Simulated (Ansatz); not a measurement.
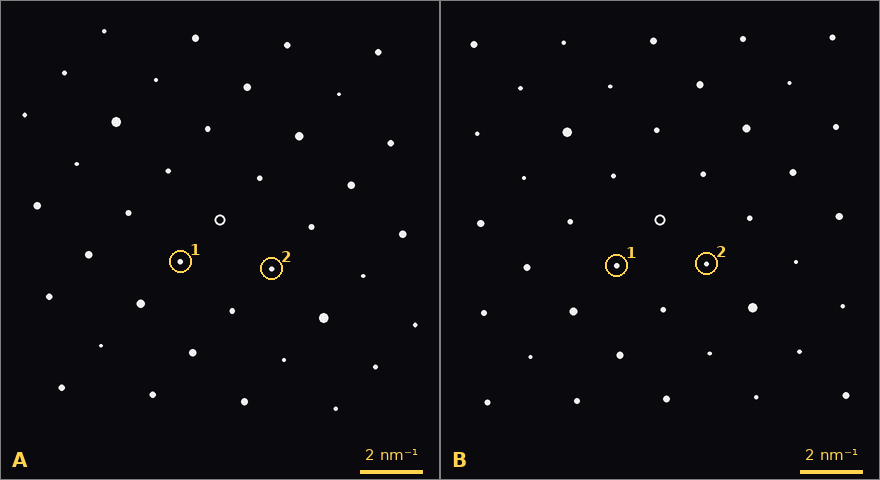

Kinematic electron diffraction patterns (300 kV, B = 0.5 Å², same scale) along [010] of the run's own cell, for the start and the end of one relaxation of Sc2AgAu3 with DFT PBE, scalar-relativistic, plane waves, PAW in Ansatz 0.2.0. k mesh 6×6×10. The start is a generated model structure, and the relaxation ends in the nearest stationary point of its symmetry, not necessarily the ground state. Spot 1 is -1 0 0 and spot 2 is 0 0 1 in both.

Start structure:

```
CELL_PARAMETERS angstrom
6.12886 0.00000 0.00000
-3.06443 5.30775 0.00000
0.00000 0.00000 4.29374
ATOMIC_POSITIONS crystal
Sc 0.33333 0.66667 0.00000
Sc 0.66667 0.33333 0.00000
Ag 0.00000 0.00000 0.00000
Au 0.50000 0.00000 0.50000
Au 0.50000 0.50000 0.50000
Au 0.00000 0.50000 0.50000
```

Which pattern belongs to the start structure, and which to the relaxed one?

Answer. A is the start: its cell gives d(1) = 5.308 Å, d(2) = 4.294 Å and an angle of 90.0°. B is the relaxed structure, with d(1) = 4.871 Å (-8.2 %), d(2) = 4.788 Å (+11.5 %) and 90.0°.

What did the relaxation do to the structure and the energy?

Answer. The volume changed by -6.1 % to 21.86 Å³ an atom; the fractional coordinates hardly changed; the space group stayed P6/mmm (No. 191); the free energy fell by 43 meV an atom. Relaxed cell: a = 5.624 Å, b = 5.624 Å, c = 4.788 Å, α = 90.00°, β = 90.00°, γ = 120.00°.
